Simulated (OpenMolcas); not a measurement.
# SiH3 (silyl radical): a chain of runs, part 2 of 3

OpenMolcas 26.06.

## (5) An energy scan at SC-NEVPT2(3,3)/ANO-RCC-VDZP (DKH2, pt2 variant SC-NEVPT2) (run 4)

File step4.input:

```
>>> COPY $CurrDir/step2.RasOrb $Project.RasOrb
>>> ForEach K in (1, 2, 3, 4, 5, 6, 7, 8, 9)

&gateway
  coord = $CurrDir/point$K.xyz
  basis = ANO-RCC-VDZP
  group = NoSym

&seward

&rasscf
  fileorb = $Project.RasOrb
  spin = 2
  nactel = 3 0 0
  inactive = 7
  ras2 = 3
  orblisting = Nothing
  orbappear = Compact

&caspt2
  sc-nevpt2
  frozen = 5
>>> EndDo
```

Command:

```console
$ export MOLCAS_MEM=1860
$ pymolcas step4.input > step4.log
```

Output:

```text
--- Start Module: gateway ---

                                              &GATEWAY

                       available to each process: 1.9 GB of memory, 1 thread

++    Symmetry information:
      ---------------------

                    Character Table for C1

                             E
                    a        1  x, y, xy, Rz, z, xz, Ry, yz, Rx, I
--

++    Basis set information:
      ----------------------

      Basis set label: SI.ANO-RCC...4S3P1D.

      Electronic valence basis set:
      ------------------
      Associated Effective Charge  14.000000 au
      Associated Actual Charge     14.000000 au
      Nuclear Model: Point charge

      Shell  nPrim  nBasis  Cartesian Spherical Contaminant
         s      17       4        X
         p      12       3        X
         d       5       1                 X

      Basis set label: H.ANO-RCC...2S1P.

      Electronic valence basis set:
      ------------------
      Associated Effective Charge   1.000000 au
      Associated Actual Charge      1.000000 au
      Nuclear Model: Point charge

      Shell  nPrim  nBasis  Cartesian Spherical Contaminant
         s       8       2        X
         p       4       1        X
--

++    Molecular structure info:
      -------------------------

                    ************************************************
                    **** Cartesian Coordinates / bohr, angstrom ****
                    ************************************************

     Center  Label                x              y              z                     x              y              z
        1      SI1              0.605459       0.080361      -0.065868              0.320395       0.042525      -0.034856
        2      H2               1.056640       1.257235       2.123863              0.559150       0.665300       1.123900
        3      H3              -0.373079      -2.517540       0.357733             -0.197425      -1.332225       0.189304
        4      H4              -1.138135       1.573528      -1.683398             -0.602275       0.832675      -0.890816

                    ***************************************
                    *    InterNuclear Distances / bohr    *
                    ***************************************

               1 SI1           2 H2            3 H3            4 H4
    1 SI1      0.000000
    2 H2       2.526563        0.000000
    3 H3       2.808214        4.405933        0.000000
    4 H4       2.808215        4.405941        4.635554        0.000000

                    *******************************************
                    *    InterNuclear Distances / angstrom    *
                    *******************************************

               1 SI1           2 H2            3 H3            4 H4
    1 SI1      0.000000
    2 H2       1.337000        0.000000
    3 H3       1.486043        2.331519        0.000000
    4 H4       1.486043        2.331524        2.453030        0.000000

                    **************************************
                    *    Valence Bond Angles / degree    *
                    **************************************
                          Atom centers                 Phi
                      2 H2       1 SI1      3 H3       111.25
                      2 H2       1 SI1      4 H4       111.25
                      3 H3       1 SI1      4 H4       111.25
--

            Nuclear Potential Energy             16.18153031 au

--- Stop Module: gateway /rc=_RC_ALL_IS_WELL_ ---

--- Start Module: seward ---

                                              &SEWARD

                       available to each process: 1.9 GB of memory, 1 thread

               SEWARD will generate:
                  Multipole Moment integrals up to order  2
                  Kinetic Energy integrals
                  Nuclear Attraction integrals (point charge)
                  One-Electron Hamiltonian integrals
                  Velocity integrals
                  Relativistic Douglas-Kroll-Hess integrals:
                    - Parametrization         : EXP
                    - DKH order of Hamiltonian: 2
                    - DKH order of Properties : 0
                         - multipole moment operators
                         - electric potential operators
                         - contact operators
                  Orbital angular momentum around (  0.5316   0.0827  -0.0335 )
                  Velocity quadrupole around (  0.5316   0.0827  -0.0335 )
                  Atomic mean-field integrals
                  Two-Electron Repulsion integrals

                   Integrals are discarded if absolute value <: 1.00E-14
                   Integral cutoff threshold is set to       <: 1.00E-16

            Nuclear Potential Energy             16.18153031 au

      Basis set specifications :
      Symmetry species         a
      Basis functions           33

--- Stop Module: seward /rc=_RC_ALL_IS_WELL_ ---
--- Module seward spent 1 second ---

--- Start Module: rasscf ---

                                              &RASSCF

                       available to each process: 1.9 GB of memory, 1 thread

      Header of the ONEINT file:
      --------------------------

      OrdInt status: non-squared

[... 77 lines left out ...]
                                         RASSCF iterations: Energy and convergence statistics
[... 22 lines left out ...]
      conf/sym  111     Coeff  Weight
[... 24 lines left out ...]
      Final state energy(ies):
[... 97 lines left out ...]
      Spin density orbitals for root   1 are written to the SPDORB.1 file
[... 92 lines left out ...]
      Reference energy:        -291.2427612185
[... 16 lines left out ...]
      Total energy:            -291.3228789664
[... 249 lines left out ...]
      Convergence after 12 iterations
[... 16 lines left out ...]
      Natural orbitals and occupation numbers for root  1
[... 23 lines left out ...]
::    RASSCF root number  1 Total energy:   -291.25411991
[... 105 lines left out ...]
 ###    WARNING: User changed nr of frozen orbitals.                         ###
[... 84 lines left out ...]
      Total energy:            -291.3340820081
[... 15 lines left out ...]
      Reference weight:           0.96483
[... 253 lines left out ...]
      Note: transformation to natural orbitals
[... 12 lines left out ...]
      *                                                    Final results                                                     *
[... 20 lines left out ...]
      Von Neumann Entropy (Root   1) =  0.60559
[... 150 lines left out ...]
      Imaginary shift                            0.00
[... 40 lines left out ...]
      Reference weight:           0.96370
[... 27 lines left out ...]
::    SC-NEVPT2 Root  1     Total energy:   -291.32902674
[... 242 lines left out ...]
      printout of CI-coefficients larger than  0.05 for root  1
[... 12 lines left out ...]
++    Final optimization conditions:
[... 46 lines left out ...]
      Dipole Moment (debye):
[... 139 lines left out ...]
 Compute H0 matrices for state    1
[... 29 lines left out ...]
  FINAL SC-NEVPT2 RESULT:
[... 174 lines left out ...]
      Nuclear repulsion energy =   13.97371536
[... 89 lines left out ...]
      energy=    -291.199132
[... 17 lines left out ...]
      RASSCF energy for state  1                   -291.19913222
[... 106 lines left out ...]
      Natural orbitals for root   1 are written to the RASORB.1 file
[... 91 lines left out ...]
  FINAL PC-NEVPT2 RESULT:
[... 15 lines left out ...]
      Reference energy:        -291.1991322228
[... 240 lines left out ...]
                                         RASSCF iterations: Energy and convergence statistics
[... 22 lines left out ...]
      conf/sym  111     Coeff  Weight
[... 27 lines left out ...]
      Final state energy(ies):
[... 97 lines left out ...]
      Spin density orbitals for root   1 are written to the SPDORB.1 file
[... 92 lines left out ...]
      Reference energy:        -291.1660241561
[... 16 lines left out ...]
      Total energy:            -291.2424979086
[... 247 lines left out ...]
      Convergence after 19 iterations
[... 18 lines left out ...]
      Natural orbitals and occupation numbers for root  1
[... 23 lines left out ...]
::    RASSCF root number  1 Total energy:   -291.14376048
[... 106 lines left out ...]
 ###    WARNING: User changed nr of frozen orbitals.                         ###
[... 84 lines left out ...]
      Total energy:            -291.2170423613
[... 15 lines left out ...]
      Reference weight:           0.96456
[... 253 lines left out ...]
      Note: transformation to natural orbitals
[... 12 lines left out ...]
      *                                                    Final results                                                     *
[... 20 lines left out ...]
      Von Neumann Entropy (Root   1) =  0.81105
[... 150 lines left out ...]
      Imaginary shift                            0.00
[... 40 lines left out ...]
      Reference weight:           0.96709
[... 27 lines left out ...]
::    SC-NEVPT2 Root  1     Total energy:   -291.21431483
[... 242 lines left out ...]
      printout of CI-coefficients larger than  0.05 for root  1
[... 12 lines left out ...]
++    Final optimization conditions:
[... 46 lines left out ...]
      Dipole Moment (debye):
[... 3 lines left out ...]
      Origin of the operator (angstrom)=   -0.2579   -1.3627   -2.6347
                  XX= -1.8359E+01              XY= -1.2088E+00              XZ= -1.9788E+00              YY= -1.7218E+01
                  YZ=  3.6576E-01              ZZ= -1.5699E+01
      In traceless form (debye*angstrom)
                  XX= -1.9002E+00              XY= -1.8132E+00              XZ= -2.9682E+00              YY= -1.8867E-01
                  YZ=  5.4863E-01              ZZ=  2.0889E+00
--

      Mulliken spin population analysis for root number:  1
      ---------------------------------------------------

++    Molecular charges:
      ------------------

      Mulliken spin population per centre
      ---------------------------

                SI1     H2      H3      H4
      Total   -0.0014  1.0020 -0.0003 -0.0003

      Total electronic spin=    1.000000
--

      LoProp population analysis for root number:  1
      -----------------------------------------------

++    LoProp analysis:
      ----------------

++    Static properties:
      ------------------

      LoProp Charges per center

                   SI1      H2       H3       H4
      Nuclear     14.0000   1.0000   1.0000   1.0000
      Electronic -13.7484  -1.0002  -1.1257  -1.1257

      Total        0.2516  -0.0002  -0.1257  -0.1257
--

      Natural Bond Order analysis for root number:  1

++    Natural Bond Order analysis
      ---------------------------
      Based on LoProp computed density
      -------------------------------------------------------------------------------------
      Atom A       Atom B       Bond Order
      -------------------------------------------------------------------------------------
      NBO located      0.996 non-bonded electrons on atom SI1
      NBO located      0.999 non-bonded electrons on atom SI1
      NBO located      1.000 non-bonded electrons on atom SI1
      NBO located      1.000 non-bonded electrons on atom SI1
      NBO located      1.000 non-bonded electrons on atom SI1
      The remaining    4.212 electrons are to be considered as diffuse
--

--

      Average orbitals are written to the RASORB file
      Natural orbitals for root   1 are written to the RASORB.1 file
      Spin density orbitals for root   1 are written to the SPDORB.1 file

--- Stop Module: rasscf /rc=_RC_ALL_IS_WELL_ ---

--- Start Module: caspt2 ---

                                              &CASPT2

                       available to each process: 1.9 GB of memory, 1 thread

 ###############################################################################
 ###    WARNING: User changed nr of frozen orbitals.                         ###
 ###############################################################################

++    Wave function specifications:
      -----------------------------

      Number of closed shell electrons           4
      Number of electrons in active shells       3
      Max number of holes in RAS1 space          0
      Max number of electrons in RAS3 space      0
      Number of inactive orbitals                2
      Number of active orbitals                  3
      Number of secondary orbitals              23
      Spin quantum number                      0.5
      State symmetry                             1
      Number of CSFs                             8
      Number of CASSCF root(s) available         1
      NEVPT2 state passed to geometry opt.       1
      A file JOBMIX will be created
      This is a CASSCF or RASSCF reference function
--

++    Orbital specifications:
      -----------------------

      Symmetry species                           1
                                                 a
      Frozen orbitals                            5
      Inactive orbitals                          2
      Active orbitals                            3
      Secondary orbitals                        23
      Deleted orbitals                           0
      Number of basis functions                 33
--

++    NEVPT2 specifications:
      ----------------------

      Type of calculation                        SS-NEVPT2
      Internal contraction for energies          partially and strongly contracted
                                                 (PC-NEVPT2 and SC-NEVPT2)
      Denominator threshold for SC-NEVPT2        1.00E-09
      Fock operator                              state-specific
      0th-order Hamiltonian                      DYALL
      IPEA shift                                 0.00
      Real shift                                 0.00
      Imaginary shift                            0.00
      The input orbitals will be transformed to quasi-canonical
--

--------------------------------------------------------------------------------
 Estimated memory requirements:
  POLY3 :                   250248
  RHS:                      254901
  SIGMA :                   256624
  PRPCTL:                        0
 Available workspace:    232490316

++ NEVPT2 computation for group   1

********************************************************************************
 Multi-State initialization phase begins for group   1
--------------------------------------------------------------------------------
********************************************************************************
 Compute H0 matrices for state    1
--------------------------------------------------------------------------------
--------------------------------------------------------------------------------
 H0 matrices have been computed.

********************************************************************************
  NEVPT2 EQUATION SOLUTION
--------------------------------------------------------------------------------

  Total nr of NEVPT2 parameters:
   Before reduction:        8470
   After  reduction:        7091

 Variance of |WF0>:       0.1664067172
-----------------------------------------------------------------------------------------------------------------------------

  FINAL PC-NEVPT2 RESULT:

      Reference energy:        -291.1443793359
      E2 (Non-variational):      -0.0700415593
      E2 (Variational):          -0.0700415593
      Total energy:            -291.2144208953
      Residual norm:              0.0000000000
      Reference weight:           0.96736

      Contributions to the PC-NEVPT2 correlation energy
      Active & Virtual Only:         -0.0072309760
      One Inactive Excited:          -0.0169125526
      Two Inactive Excited:          -0.0458980308

  FINAL SC-NEVPT2 RESULT:

      Reference energy:        -291.1443793359
      E2 (Non-variational):      -0.0700203133
      E2 (Variational):          -0.0700203133
      Total energy:            -291.2143996492
      Residual norm:              0.0000000000
      Reference weight:           0.96741

      Contributions to the SC-NEVPT2 correlation energy
      Active & Virtual only:         -0.0072298253
      One Inactive Excited:          -0.0168926474
      Two Inactive Excited:          -0.0458978405

   (Skip denominator check etc. with SC-NEVPT2 wavefunction)

   (Skipping property calculation,
    use PROP keyword to activate)
--

  Total SC-NEVPT2 energies:
::    SC-NEVPT2 Root  1     Total energy:   -291.21439965

  A NEW JOBIPH FILE NAMED 'JOBMIX' IS PREPARED.
********************************************************************************
--- Stop Module: caspt2 /rc=_RC_ALL_IS_WELL_ ---

>>> END FOREACH

.##################.
.# Happy landing! #.
.##################.

    Timing: Wall=21.59 User=16.57 System=4.87
```

Run time: 22 s. Hardware: 1 thread of Arm Neoverse V1, shared host; peak memory 0.38 GiB.

The scan, from its lowest point:

```csv
H2–Si1 (Å),energy (kJ/mol)
1.337,28.5
1.486,0.0
1.635,12.3
1.858,65.1
2.155,150.4
2.526,239.5
2.972,306.6
3.567,313.5
4.458,313.3
```

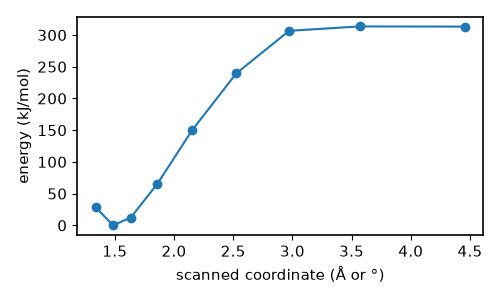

Energy along the scan.

(Continued in part 3 of 3.)
